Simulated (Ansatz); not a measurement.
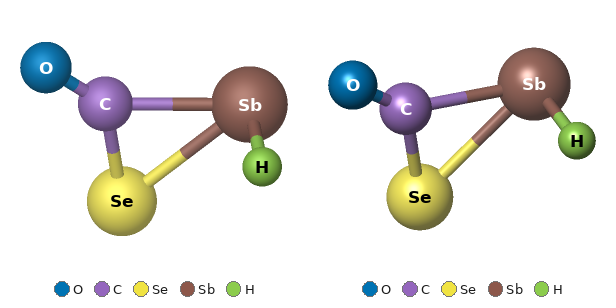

The same structure drawn twice, from different directions.

The computed structure is the end point of a PBE0-D4/def2-TZVP optimisation.

Identify the structure.

Formula CHOSbSe. SMILES: `O=[C]1[Se][SbH]1`. The point group is C1. Coordination, clear cases only: 1 Sb trigonal pyramidal.

More results for the same structure follow; atom numbers are the same in all pictures, views and colours differ.

Dipole moment

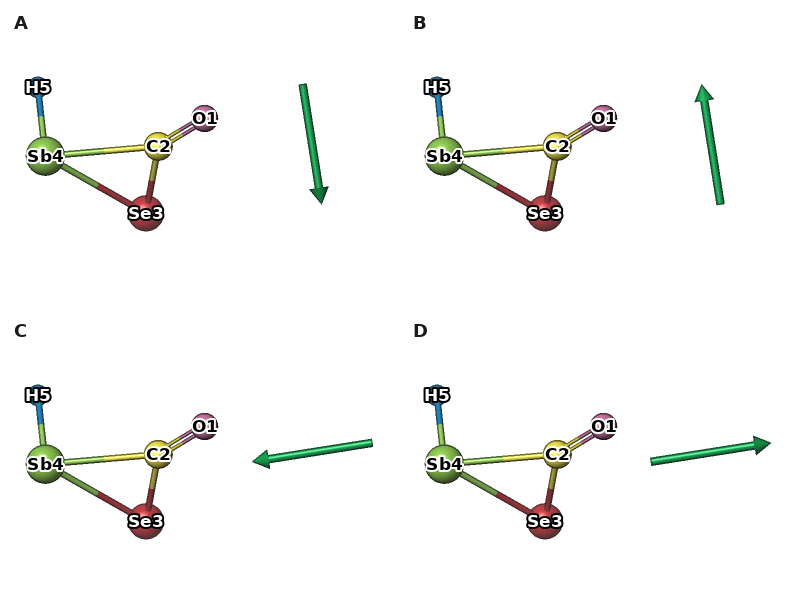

The same molecule four times, each with an arrow. Properties computed with RKS PBE-D4/def2-TZVPP, core potentials on Sb (Ansatz 0.2.0).

Which arrow points along the dipole moment, from the negative to the positive end?

C. The dipole moment is 2.39 D; it points from the side of O1 to the side of Sb4, H5 (the outermost atoms at the two ends).

Electronic properties

Method: RKS r2SCAN0-D4/def2-TZVPP, core potentials on Sb (Ansatz 0.2.0).

What is the HOMO–LUMO gap?

4.38 eV.

Give the HOMO energy (Kohn–Sham orbital) at this level.

−6.82 eV.

Charges

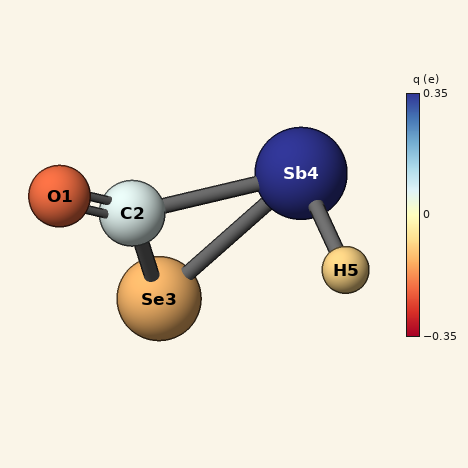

Atoms are coloured by their Mulliken charges. Method: RKS r2SCAN-D4/def2-TZVPP, core potentials on Sb (Ansatz 0.2.0).

List the Mulliken charges.

```tsv
atom	value (e)
O1	−0.21
C2	0.06
Se3	−0.12
Sb4	0.35
H5	−0.08
```

Mulliken values depend strongly on the basis set and can even reverse the polarity of a bond.
